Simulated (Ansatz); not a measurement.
# ClFH2NSi with multiplicity 2: two geometries relaxed

Are the two ends of the inversion of the pyramid at N1 separate minima, and which lies lower? Each is relaxed from a guess. SMILES of the start: N[Si](F)Cl.

Program: Ansatz 0.2.0. Level of theory: UKS PBE-D4/def2-SVP. These are calculated values, not measurements.

## Step 1: Starting point

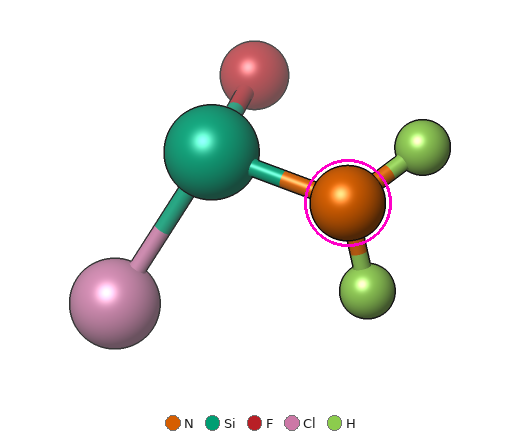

The starting structure, seen from a free direction (nitrogen orange, silicon teal, fluorine red, chlorine pink, hydrogen green). Ringed: N1.

Structure file:

```xyz
6

N    -0.5585    0.7071   -0.3629
Si    0.4132   -0.5951   -0.5909
F     1.7190   -0.1711    0.1772
Cl   -0.3783   -2.1316    0.4215
H    -1.1456    0.5699    0.4523
H    -0.0076    1.5568   -0.1435
```

## Step 2: Relaxing end A

input.yaml reads:

```yaml
crystal:
  periodic: [false, false, false]
  atoms:
    - { symbol: "N", position_ang: [-0.5585, 0.7071, -0.3629] }
    - { symbol: Si, position_ang: [0.4132, -0.5951, -0.5909] }
    - { symbol: F, position_ang: [1.719, -0.1711, 0.1772] }
    - { symbol: Cl, position_ang: [-0.3783, -2.1316, 0.4215] }
    - { symbol: H, position_ang: [-1.1456, 0.5699, 0.4523] }
    - { symbol: H, position_ang: [-0.0076, 1.5568, -0.1435] }
magnetization:
  spin_polarized: true
  initial_magnetization: 1
basis:
  gaussian: { orbitals: def2-SVP }
hamiltonian:
  xc: pbe
  dispersion: d4
relax:
  f_tol: 0.015
  max_steps: 40
```

Run with:

```sh
$ ansatz run input.yaml --threads 1 --pin off --max-ram 2048MiB --backend cpu --events-out ev --progress --plain --runs-dir out
```

The program printed (excerpt; [...] marks lines left out):

```text
Warning: RAYON_NUM_THREADS=1 ignored (pool sized by the plan → 1); use --threads N
[...]
Functional definition: PBE
[...]
827 factors; their error is unknown
[...]
mean field -24618.18347842 eV, -904.7015560279 hartree, gradient 2.1e-5 eV, S^2 0.751192; 0 other end points of the search recorded, 0 dependent functions left out
[...]
reference -24618.18350798 eV, -904.7015571142 hartree; 25, 24 occupied and 49, 50 virtual orbitals, 827 factors
relax step   1: F+E_penalty+E_count = -24618.32318307 eV  Δ(F+E_penalty+E_count) = +0.000e0 eV  max|allowed force component| = 3.040e0 eV/Å  Δτ_max = 0.0000 Å  (28 SCF iters, accepted)
[...]
relax step   5: F+E_penalty+E_count = -24618.90616275 eV  Δ(F+E_penalty+E_count) = -2.264e-2 eV  max|allowed force component| = 8.586e-1 eV/Å  Δτ_max = 0.1997 Å  (35 SCF iters, accepted)
[...]
relax step   9: F+E_penalty+E_count = -24618.96336428 eV  Δ(F+E_penalty+E_count) = -1.465e-3 eV  max|allowed force component| = 8.753e-2 eV/Å  Δτ_max = 0.0833 Å  (29 SCF iters, accepted)
[...]
relax step  13: F+E_penalty+E_count = -24618.96561016 eV  Δ(F+E_penalty+E_count) = -3.214e-4 eV  max|allowed force component| = 3.112e-2 eV/Å  Δτ_max = 0.0226 Å  (29 SCF iters, accepted)
[...]
relax step  15: F+E_penalty+E_count = -24618.96568976 eV  Δ(F+E_penalty+E_count) = +1.039e-5 eV  max|allowed force component| = 1.589e-2 eV/Å  Δτ_max = 0.0091 Å  (31 SCF iters, rejected (line search))
[...]
relax step  16: F+E_penalty+E_count = -24618.96576058 eV  Δ(F+E_penalty+E_count) = -6.042e-5 eV  max|allowed force component| = 8.649e-3 eV/Å  Δτ_max = 0.0046 Å  (24 SCF iters, accepted)
827 factors; their error is unknown
[...]
mean field -24618.83121592 eV, -904.7253599419 hartree, gradient 2.0e-5 eV, S^2 0.751619; 1 other end points of the search recorded, 0 dependent functions left out
[...]
reference -24618.83124554 eV, -904.7253610304 hartree; 25, 24 occupied and 49, 50 virtual orbitals, 827 factors
Total energy: -24618.96579020 eV, -904.7303054553 hartree
Atom 0 at    -0.457582     0.761212     0.091518 Å, force     0.002309     0.008649    -0.003914 eV/Å
Atom 1 at     0.439547    -0.609157    -0.494160 Å, force    -0.002529    -0.002181     0.000331 eV/Å
Atom 2 at     1.995101    -0.346903    -0.035211 Å, force    -0.000290     0.001430     0.000701 eV/Å
Atom 3 at    -0.330379    -2.288020     0.490948 Å, force     0.000391    -0.000281    -0.000461 eV/Å
Atom 4 at    -1.480887     0.719799     0.055279 Å, force    -0.000026    -0.002772     0.001056 eV/Å
Atom 5 at    -0.123599     1.699069    -0.154674 Å, force     0.000145    -0.004844     0.002287 eV/Å
Dipole moment:    -0.363122     0.466954    -0.213978 e Å
```

Wall time 48 s (1 thread of Arm Neoverse V2, shared host); peak memory 0.17 GiB.

Step by step:

| step | energy from step 1 (eV) | largest force component (eV/Å) |
| --- | --- | --- |
| 1 | 0.0000 | 3.0399 |
| 2 | -0.4172 | 1.2402 |
| 3 | -0.5253 | 0.6133 |
| 4 | -0.5603 | 0.3805 |
| 5 | -0.5830 | 0.8586 |
| 6x | -0.5396 | 1.2782 |
| 7 | -0.6244 | 0.5087 |
| 8 | -0.6387 | 0.1538 |
| 9 | -0.6402 | 0.0875 |
| 10 | -0.6413 | 0.1011 |
| 11 | -0.6418 | 0.0308 |
| 12 | -0.6421 | 0.0330 |
| 13 | -0.6424 | 0.0311 |
| 14 | -0.6425 | 0.0191 |
| 15x | -0.6425 | 0.0159 |
| 16 | -0.6426 | 0.0086 |

Step 1 is the start. 2 steps were tried and not accepted (marked x).

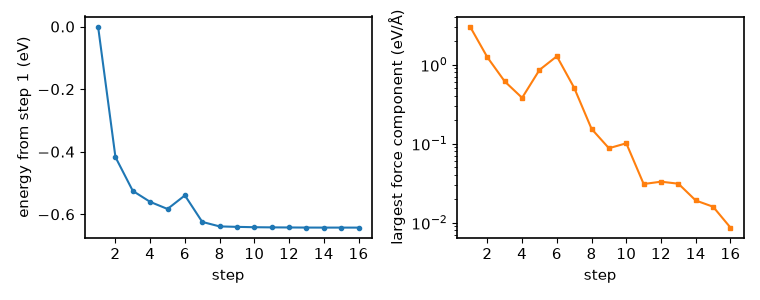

How energy and force went from step to step.

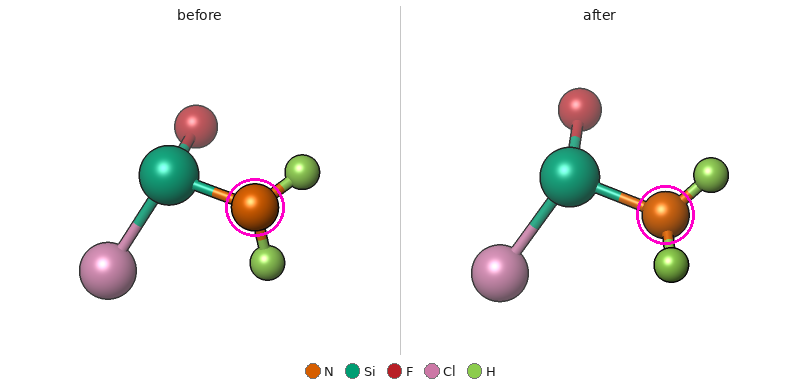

Before and after, at one scale.

After: Bond lengths: N1–Si2 1.739 Å, Si2–F3 1.643 Å, Si2–Cl4 2.093 Å, N1–H5 1.025 Å, N1–H6 1.026 Å. Angles: N1–Si2–F3 105.6°, N1–Si2–Cl4 106.5°, F3–Si2–Cl4 110.2°, Si2–N1–H5 118.1°, Si2–N1–H6 118.1°, H5–N1–H6 110.7°.

## Step 3: End point B

The second end starts from a geometry with the move made by hand.

input.yaml, as its differences from that of step 2:

```diff
@@ -7,4 +7,4 @@
     - { symbol: Cl, position_ang: [-0.3783, -2.1316, 0.4215] }
-    - { symbol: H, position_ang: [-1.1456, 0.5699, 0.4523] }
-    - { symbol: H, position_ang: [-0.0076, 1.5568, -0.1435] }
+    - { symbol: H, position_ang: [-1.53223, 0.44067, -0.45739] }
+    - { symbol: H, position_ang: [-0.41409, 1.42093, -1.09992] }
 magnetization:
```

Run with:

```sh
$ ansatz run input.yaml --threads 1 --pin off --max-ram 2048MiB --backend cpu --events-out ev --progress --plain --runs-dir out
```

The program printed (excerpt; [...] marks lines left out):

```text
Warning: RAYON_NUM_THREADS=1 ignored (pool sized by the plan → 1); use --threads N
[...]
Functional definition: PBE
[...]
827 factors; their error is unknown
[...]
mean field -24618.34481512 eV, -904.7074850424 hartree, gradient 3.2e-5 eV, S^2 0.751344; 0 other end points of the search recorded, 0 dependent functions left out
[...]
reference -24618.34484539 eV, -904.7074861546 hartree; 25, 24 occupied and 49, 50 virtual orbitals, 827 factors
relax step   1: F+E_penalty+E_count = -24618.48339117 eV  Δ(F+E_penalty+E_count) = +0.000e0 eV  max|allowed force component| = 2.855e0 eV/Å  Δτ_max = 0.0000 Å  (28 SCF iters, accepted)
[...]
relax step   4: F+E_penalty+E_count = -24618.95656874 eV  Δ(F+E_penalty+E_count) = -1.002e-2 eV  max|allowed force component| = 2.164e-1 eV/Å  Δτ_max = 0.0319 Å  (30 SCF iters, accepted)
[...]
827 factors; their error is unknown
[...]
mean field -24618.83116869 eV, -904.7253582064 hartree, gradient 1.5e-5 eV, S^2 0.751617; 1 other end points of the search recorded, 0 dependent functions left out
[...]
reference -24618.83119830 eV, -904.7253592946 hartree; 25, 24 occupied and 49, 50 virtual orbitals, 827 factors
Total energy: -24618.96575970 eV, -904.7303043346 hartree
Atom 0 at    -0.657693     0.662454    -0.471522 Å, force    -0.007752    -0.004117     0.002380 eV/Å
Atom 1 at     0.442810    -0.679741    -0.583351 Å, force    -0.004894    -0.003902     0.002433 eV/Å
Atom 2 at     1.851369    -0.155146     0.079973 Å, force     0.000414     0.002349    -0.001392 eV/Å
Atom 3 at    -0.375273    -2.214691     0.581680 Å, force     0.000682     0.003029    -0.002215 eV/Å
Atom 4 at    -1.649920     0.491938    -0.663819 Å, force     0.011747     0.000893    -0.000860 eV/Å
Atom 5 at    -0.362213     1.566085    -0.855370 Å, force    -0.000197     0.001748    -0.000346 eV/Å
Dipole moment:    -0.350991     0.370598    -0.367659 e Å
```

Wall time 36 s (1 thread of Arm Neoverse V2, shared host); peak memory 0.17 GiB.

Step by step:

| step | energy from step 1 (eV) | largest force component (eV/Å) |
| --- | --- | --- |
| 1 | 0.0000 | 2.8550 |
| 2 | -0.3664 | 1.4003 |
| 3 | -0.4632 | 0.4331 |
| 4 | -0.4732 | 0.2164 |
| 5x | -0.4663 | 0.6497 |
| 6 | -0.4810 | 0.0945 |
| 7 | -0.4815 | 0.1007 |
| 8 | -0.4817 | 0.0704 |
| 9 | -0.4819 | 0.0277 |
| 10 | -0.4822 | 0.0353 |
| 11x | -0.4821 | 0.0769 |
| 12 | -0.4823 | 0.0117 |

Step 1 is the start. 2 steps were tried and not accepted (marked x).

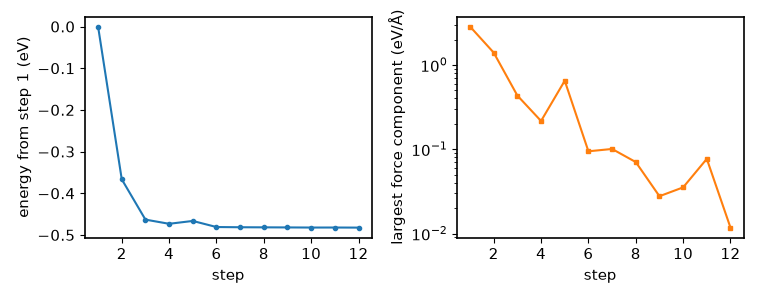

How energy and force went from step to step.

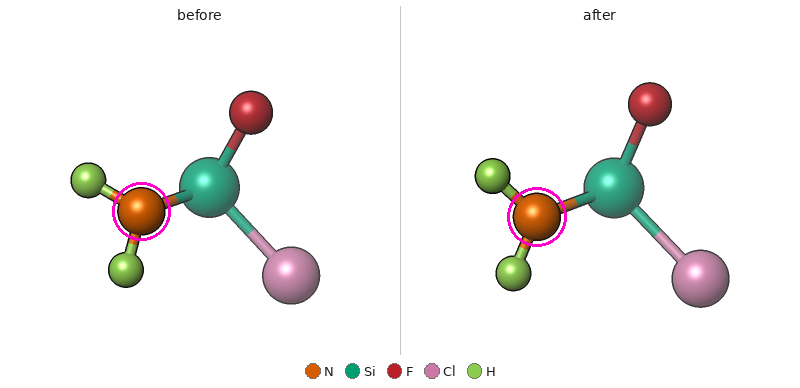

The structure before (left) and after (right), drawn at the same scale.

After: Bond lengths: N1–Si2 1.739 Å, Si2–F3 1.643 Å, Si2–Cl4 2.093 Å, N1–H5 1.025 Å, N1–H6 1.025 Å. Angles: N1–Si2–F3 105.7°, N1–Si2–Cl4 106.4°, F3–Si2–Cl4 110.1°, Si2–N1–H5 118.2°, Si2–N1–H6 118.3°, H5–N1–H6 110.8°.

## Step 4: What came out

| quantity | value |
| --- | --- |
| end A | 13 moves, 0.643 eV lower |
| end B | 9 moves, 0.482 eV lower |
| largest difference between the ends | 0.01 Å |
| end B relative to end A | +0.000 eV |

**Reading.** The two relaxations end at one structure, within 0.01 Å: no second minimum was found from this start, which doesn't rule one out.
